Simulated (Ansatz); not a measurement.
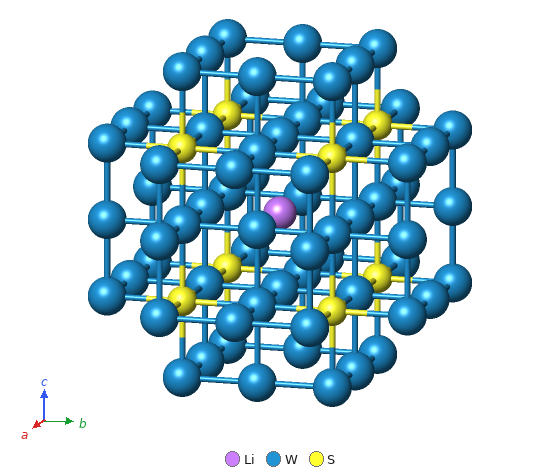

LiW6S (space group Pm-3m, No. 221): the input geometry of an electronic-structure calculation (not necessarily at equilibrium); the starting structure was generated, so it need not be a known form of this composition.

Bonds are taken as S–W below 2.9 Å and W–W below 2.9 Å; Li is left out of the net, as the electropositive filling of the structure. Simplification: prune 0- and 1-connected atoms, fold 2-connected ones into links.

> What kind of net remains, and which atoms are its nodes?

A trinodal (4,6,6)-connected, three-periodic net: W(3c) is a 4-connected node; W(3d) is a 6-connected node; S is a 6-connected node, in the ratio 3:3:1.

> Is the net interpenetrated?

It is a single net, without interpenetration.

> How many nodes does the smallest cycle have?

Four.

> Give the point symbol of each node (shortest cycle at each angle).

W(3c): 4^4.6^2; W(3d): 4^8.6^7; S: 4^12.6^3.
